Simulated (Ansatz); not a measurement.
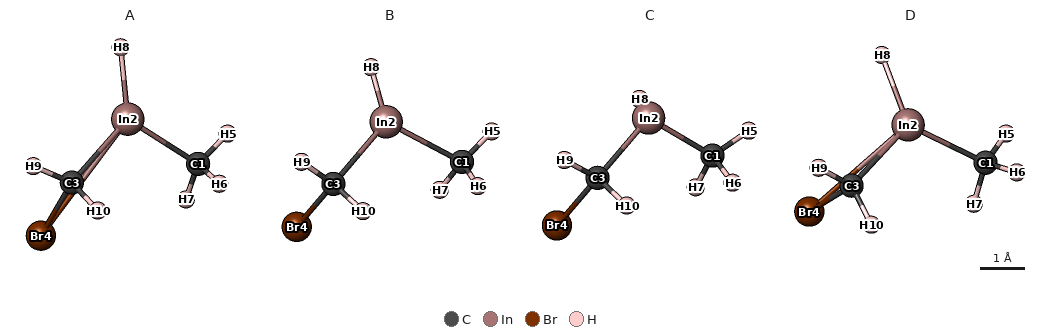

4 geometries from one relaxation of C2H6BrIn (coarse preliminary run), in shuffled order. Style: ball-and-stick. Shown at a tilt.

The start comes from a force field.

Method: RKS PBE-D4/def2-SVP in Ansatz. (force threshold 0.03 eV/Å; at most 200 steps)

**Order the frames from highest to lowest energy.**

C, B, A, D. They are steps 0, 4, 8, 17, at +2833.4 kcal/mol, +50.9 kcal/mol, +3.57 kcal/mol relative to the last. Over 16 accepted moves (17 points after the start) the energy falls by 2833.4 kcal/mol. The largest force component goes from 670 to 0.008 eV/Å. The line search rejected the trial step at point 16 of the run. The largest move after the best rigid fit is that of H8, 1.10 Å. By element the largest moves are H 1.10 Å, Br 0.37 Å, C 0.36 Å, In 0.16 Å. Among the contacts that change: In2–H8 0.504 → 1.743 Å, C1–In2 1.888 → 2.176 Å, In2–C3 1.993 → 2.209 Å, In2–Br4 3.315 → 3.099 Å. Bond angles that change, for instance: In2–C3–Br4 114.5° → 94.8°, In2–C3–H10 105.4° → 117.9°, In2–C1–H5 122.0° → 111.7°.
